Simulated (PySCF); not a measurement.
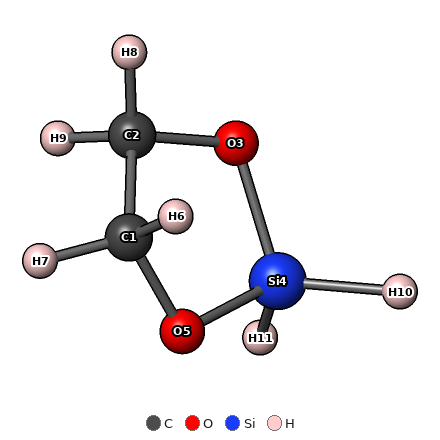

C₂H₆O₂Si, SMILES C1CO[SiH2]O1. Vertical core-electron binding energies by ΔSCF (SCAN, pcX-2 on the ionised atom, pcseg-1 elsewhere, spin-free X2C; PySCF, at a PBE0-D3(BJ)/def2-SVP geometry (no frequency check)), gas phase, against the vacuum level. One atom of each kind was ionised; within a panel, areas follow the number of like atoms and 2j + 1 (2p levels are split by first-order spin-orbit coupling, an approximation), each panel is scaled alone, Gaussians of 0.8 eV full width. Only the regions named are shown. Lines closer than the width merge in the curve.

> Predict the Si 2p, Si 1s and O 1s photoelectron lines.

| level | atoms | binding energy (eV) |
| --- | --- | --- |
| Si 2p1/2 | Si4 | 108.6 |
| Si 2p3/2 | Si4 | 108.0 |
| Si 1s | Si4 | 1847.9 |
| O 1s | O3, O5 | 538.2 |

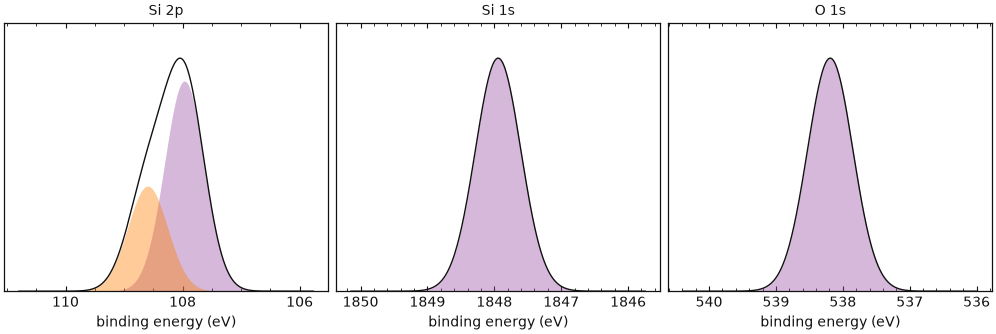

Note: one conformer of a flexible molecule.
